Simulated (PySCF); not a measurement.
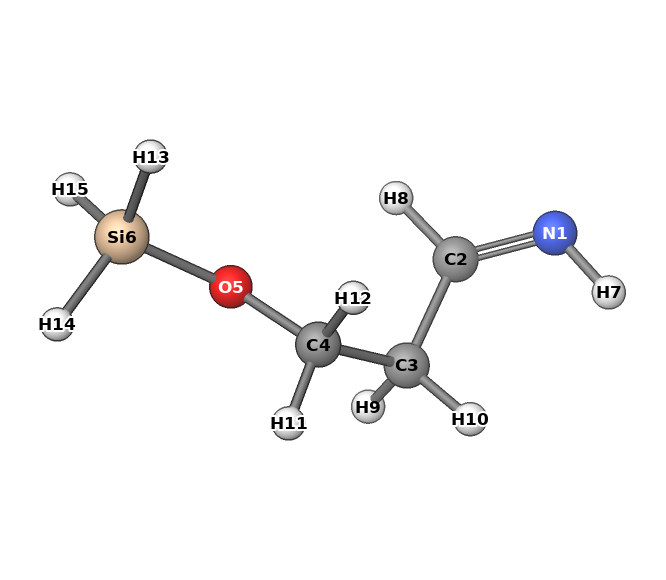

The geometry was computed by an optimisation with GFN2-xTB. No frequency run is at hand to confirm it as a minimum. Electric field gradients from the ground-state density, PBE0/pcSseg-1 (PySCF 2.14.0), non-relativistic apart from any core potentials.

Give the largest field-gradient component, the quadrupole coupling constant and the asymmetry for 14N at N1 (Q = 20.44 mb), 17O at O5 (Q = −25.6 mb), 2H at H7 (Q = 2.86 mb), 2H at H8 (Q = 2.86 mb), 2H at H9 (Q = 2.86 mb), 2H at H10 (Q = 2.86 mb).

```json
{"atom": "N1", "V_zz (a.u.)": "−1.059", "e²qQ/h (MHz)": "−5.08", "η": "0.38"}
{"atom": "O5", "V_zz (a.u.)": "1.711", "e²qQ/h (MHz)": "−10.29", "η": "0.39"}
{"atom": "H7", "V_zz (a.u.)": "0.382", "e²qQ/h (MHz)": "0.257", "η": "0.03"}
{"atom": "H8", "V_zz (a.u.)": "0.309", "e²qQ/h (MHz)": "0.208", "η": "0.02"}
{"atom": "H9", "V_zz (a.u.)": "0.300", "e²qQ/h (MHz)": "0.202", "η": "0.02"}
{"atom": "H10", "V_zz (a.u.)": "0.301", "e²qQ/h (MHz)": "0.202", "η": "0.04"}
```

The geometry is semi-empirical. Around Si such bond lengths and angles can be off by a tenth of an ångström or more and by several degrees, and values that hang on the shape move with them.
